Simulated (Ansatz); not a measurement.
Reaction (SMILES): O (H2O) → [OH-] + H+
B3LYP-D3(BJ)/def2-TZVP geometries, fixed; electronic energies without zero-point terms.
Largest species:
```xyz
3

O      0.0070     0.0013     0.1167
H     -0.0500     0.7593    -0.4742
H     -0.0062    -0.7700    -0.4592
```
Charge 0, spin multiplicity 1.

Basis-set convergence of the deprotonation energy at HF with Ansatz (an electronic-structure program). All functions are spherical. No added dispersion term, no relativity. Functions are those of the species that has most. Reference: the value in aug-pcseg-3, 407.30 kcal/mol, itself unsure by roughly 0.08 kcal/mol (its mean distance from aug-cc-pVQZ, def2-QZVPPD). Deviations are taken from unrounded values.

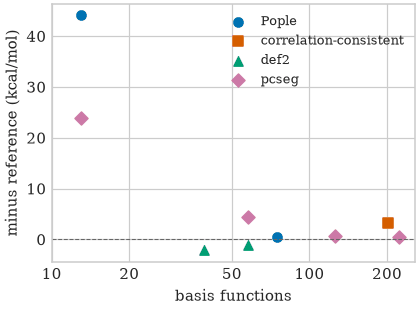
Figure: Deviation from the reference against the number of basis functions, by family of sets.

```json
[
 {"basis": "3-21G", "functions": "13", "deprotonation energy (kcal/mol)": "451.35", "minus reference (kcal/mol)": "44.05"},
 {"basis": "pcseg-0", "functions": "13", "deprotonation energy (kcal/mol)": "431.09", "minus reference (kcal/mol)": "23.79"},
 {"basis": "def2-SVPD", "functions": "39", "deprotonation energy (kcal/mol)": "405.16", "minus reference (kcal/mol)": "-2.15"},
 {"basis": "def2-TZVPD", "functions": "58", "deprotonation energy (kcal/mol)": "406.15", "minus reference (kcal/mol)": "-1.15"},
 {"basis": "pcseg-2", "functions": "58", "deprotonation energy (kcal/mol)": "411.72", "minus reference (kcal/mol)": "4.42"},
 {"basis": "6-311++G(3df,3pd)", "functions": "75", "deprotonation energy (kcal/mol)": "407.75", "minus reference (kcal/mol)": "0.44"},
 {"basis": "pcseg-3", "functions": "126", "deprotonation energy (kcal/mol)": "408.03", "minus reference (kcal/mol)": "0.72"},
 {"basis": "cc-pV5Z", "functions": "201", "deprotonation energy (kcal/mol)": "410.55", "minus reference (kcal/mol)": "3.25"},
 {"basis": "pcseg-4", "functions": "223", "deprotonation energy (kcal/mol)": "407.69", "minus reference (kcal/mol)": "0.39"}
]
```
